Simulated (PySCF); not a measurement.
System: C₅H₁₃Si₂ (SMILES CC[CH]/C([SiH3])=C\[SiH3]) (doublet).

The calculation's input:

```
{"job": {"kind": "epr", "basis": "pcH-1"}, "charge": 0, "multiplicity": 2}
C     -2.416514    -1.297412     0.275295
C     -1.716490    -0.306095    -0.661972
C     -0.244698    -0.346299    -0.470840
C      0.535956     0.661266     0.042851
Si    -0.224957     2.319572     0.570568
C      1.911287     0.488241     0.192153
Si     2.914964    -1.022391    -0.241877
H     -2.224794    -1.031200     1.312160
H     -2.047357    -2.306540     0.105995
H     -3.490523    -1.287079     0.104639
H     -2.102871     0.697932    -0.480835
H     -1.954164    -0.583914    -1.694890
H      0.230425    -1.283371    -0.737473
H     -0.832690     2.990975    -0.583527
H     -1.241798     2.108928     1.606487
H      0.836323     3.169870     1.113920
H      2.457530     1.325476     0.607344
H      2.490513    -2.194060     0.538427
H      2.797940    -1.362479    -1.666805
H      4.316769    -0.730742     0.065344
```

Run with:

```sh
OMP_NUM_THREADS=1 python probes_run.py task.json out
```

Geometry: GFN2-xTB.

Method: UKS B3LYP, pcH-1 on C H Si, non-relativistic, mean-field spin-orbit, GIAO (PySCF).

Question: What can the converged electron density, electron localisation function and spin density tell about the bonding?

Answer: C–C (1.37 Å): the density is about 2.1 e/Å³ at the midpoint; the ELF peaks at about 0.95 between the atoms; localised, covalent bonding.
C–Si (1.86 Å): the density is about 0.95 e/Å³ at the midpoint; the ELF peaks at about 0.95 between the atoms, as expected for a shared electron pair.
C–H (1.08 Å): the density is about 2 e/Å³ at the midpoint; the ELF climbs to about 1 towards the hydrogen, as it does in any bond to H (a covalent bond by its length).
C–C (1.48 Å): ρ at the midpoint is about 1.8 e/Å³; the ELF peaks at about 0.95 between the atoms (a covalent bond).
The unpaired spin (1 electron) lies mostly on C6 (about 0.4) and C3 (about 0.4), in electrons by Hirshfeld's partition.

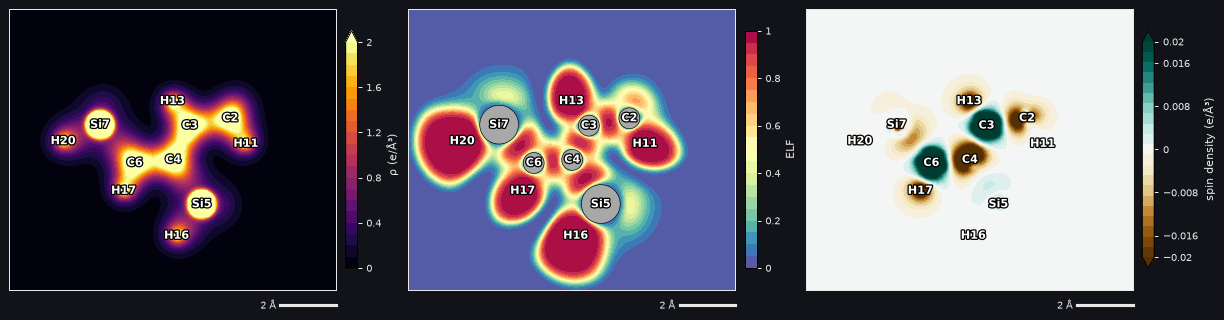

Computed electron density, electron localisation function and spin density on the plane of atoms C3, C4 and C6, in this order. Grey discs cover the atomic cores in the ELF map. 
